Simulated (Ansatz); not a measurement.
The calculation's input:

```
crystal:
  periodic: [false, false, false]
  atoms:
    - {symbol: C, position_ang: [-2.764878, 1.882687, -0.611383]}
    - {symbol: C, position_ang: [-2.405270, 0.487574, -0.173158]}
    - {symbol: C, position_ang: [-3.414256, -0.451815, 0.111086]}
    - {symbol: C, position_ang: [-3.098724, -1.761552, 0.524447]}
    - {symbol: C, position_ang: [-1.757998, -2.147383, 0.655009]}
    - {symbol: C, position_ang: [-0.694704, -1.238382, 0.382075]}
    - {symbol: C, position_ang: [0.671994, -1.603674, 0.506400]}
    - {symbol: C, position_ang: [1.738168, -0.709323, 0.236038]}
    - {symbol: C, position_ang: [3.113589, -1.069973, 0.360541]}
    - {symbol: C, position_ang: [4.142799, -0.157368, 0.086243]}
    - {symbol: C, position_ang: [3.829183, 1.154583, -0.328590]}
    - {symbol: C, position_ang: [2.487084, 1.543825, -0.460887]}
    - {symbol: C, position_ang: [1.414164, 0.645743, -0.188485]}
    - {symbol: C, position_ang: [0.046511, 1.011845, -0.315690]}
    - {symbol: C, position_ang: [-1.022056, 0.116392, -0.045690]}
    - {symbol: H, position_ang: [-2.359768, 2.658306, 0.079210]}
    - {symbol: H, position_ang: [-3.865063, 2.019044, -0.662742]}
    - {symbol: H, position_ang: [-2.346287, 2.129235, -1.614682]}
    - {symbol: H, position_ang: [-4.470399, -0.147563, 0.006653]}
    - {symbol: H, position_ang: [-3.906789, -2.480074, 0.741611]}
    - {symbol: H, position_ang: [-1.500671, -3.171164, 0.976027]}
    - {symbol: H, position_ang: [0.913946, -2.631528, 0.828974]}
    - {symbol: H, position_ang: [3.355459, -2.096934, 0.684109]}
    - {symbol: H, position_ang: [5.196378, -0.466862, 0.191212]}
    - {symbol: H, position_ang: [4.636464, 1.874102, -0.545686]}
    - {symbol: H, position_ang: [2.237867, 2.569449, -0.783458]}
    - {symbol: H, position_ang: [-0.176728, 2.040791, -0.639202]}
basis:
  gaussian: {orbitals: def2-SVP, initial_orbitals: start.molden}
total_charge: -1
magnetization: {spin_polarized: true, initial_magnetization: 1}
hamiltonian: {xc: pbe0, dispersion: d4}
scf: {omitted_lower_state_checks: [starts]}
output: {orbitals: {seedname: orbitals}}
```

Command:

```sh
ansatz run in.yaml --threads 4 --pin off --events-out ev --progress --plain --max-ram 6963MiB
```

Geometry: PBE-D4/def2-SVP; the highest occupied orbital lies above zero, a sign that basis and functional describe the outermost electron poorly.

The calculation used UKS PBE0-D4/def2-SVP in Ansatz 0.2.0.

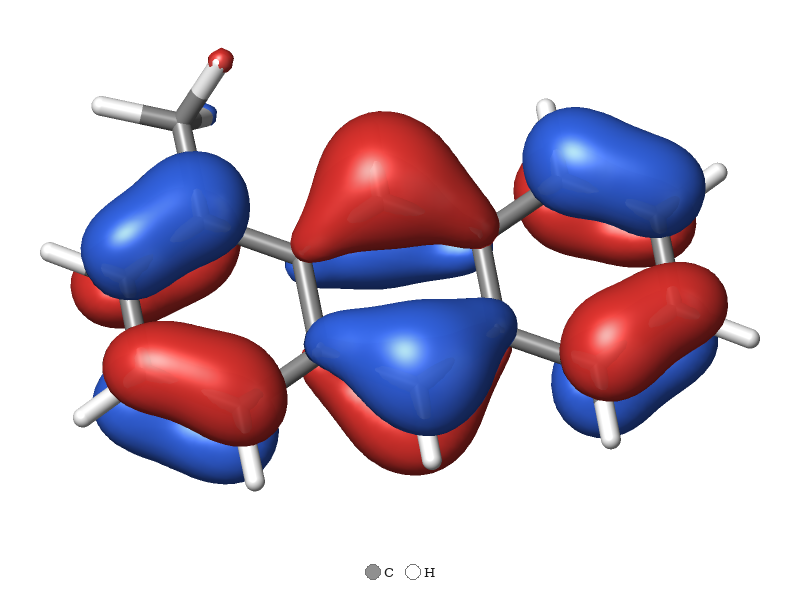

C15H12 (SMILES Cc1cccc2cc3ccccc3cc12) (charge −1, doublet). The HOMO (β) at ±0.08 Å⁻³ᐟ² (red and blue are the two phases), seen at an oblique angle.

Where does this orbital lie, and at what energy?

Answer. It lies mainly on C14 (about 15 %), C7 (about 15 %), C5 (about 5 %), C2 (about 5 %), C12 (about 5 %) and C9 (about 5 %). Its energy is −0.96 eV.
